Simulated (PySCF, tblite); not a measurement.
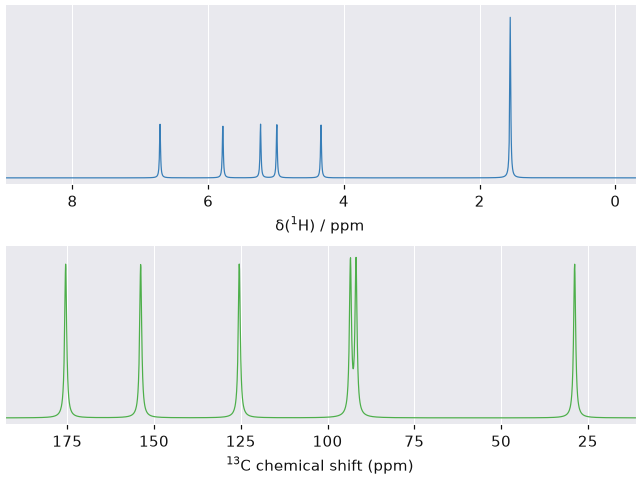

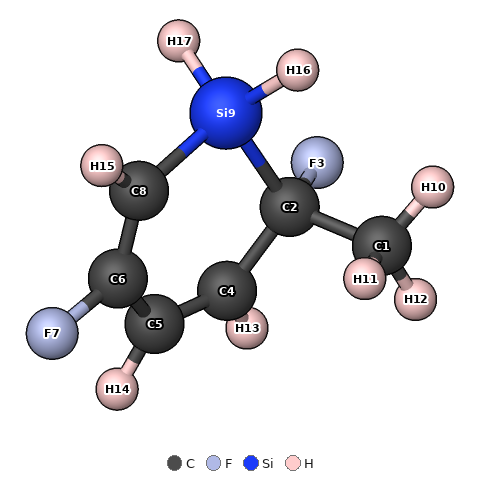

Spectrum and numbered structure of C₆H₈F₂Si, SMILES C[C@@]1(F)C=CC(F)=C[SiH2]1. GIAO shifts, PBE0/pcSseg-1 with PySCF, at a GFN2-xTB geometry (a minimum by its frequencies), against TMS for ¹H and TMS for ¹³C computed at the same level. Gas phase, fully decoupled, line heights follow the number of nuclei, widths are arbitrary (no quadrupolar broadening); values of one conformer, averaged over methyl-type rotors and exact or near symmetry.

### Which atoms give which ¹H line?

```
δ (ppm)  nuclei          atoms
   6.71       1            H13
   5.78       1            H14
   5.23       1            H15
   4.99       1            H17
   4.34       1            H16
   1.55       3  H10, H11, H12
```

### Which ¹³C nuclei are the least shielded, and which the most?

Least shielded: C6 at 175.5 ppm. Most shielded: C1 at 28.8 ppm.

Caveats: the tight-binding geometry is rougher than a DFT one and adds to the error.
